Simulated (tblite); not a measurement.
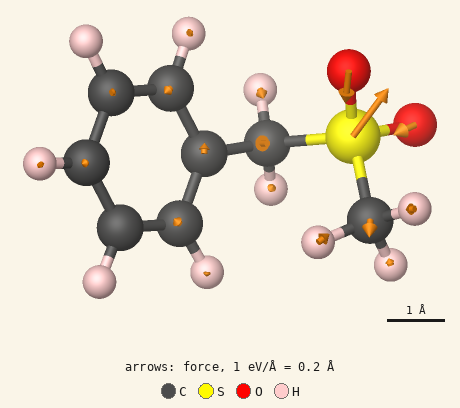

Starting geometry of C8H10O2S with the computed forces as orange arrows. A ball-and-stick model, seen at a tilt.

All numbers below come from tblite, GFN2-xTB geometry optimisation, gas phase. 

Is this structure relaxed? If not, where do the atoms go?

It isn't relaxed: the largest force vector, on the S atom, is 5.44 eV/Å. The final displacements have little in common with the starting forces (cosine between the two patterns 0.12). The largest move after the best rigid fit is that of an H atom, 0.86 Å. By element the largest moves are H 0.86 Å, O 0.38 Å, C 0.38 Å, S 0.14 Å. Among the contacts that change: O–S 1.517 → 1.436 Å, C–S 1.764 → 1.835 Å, O–S 1.493 → 1.438 Å, C–H 1.132 → 1.082 Å. Among the angles between lasting bonds that change: O–S–O 110.5° → 117.7°, C–S–C 110.1° → 104.5°, H–C–H 107.5° → 111.9°. Groups turn about C–S by about 20°. After 103 geometry steps the energy has fallen by 0.571 eV. The run took 0.71 s on 2 threads of Intel(R) Xeon(R) 6975P-C, on a shared host.
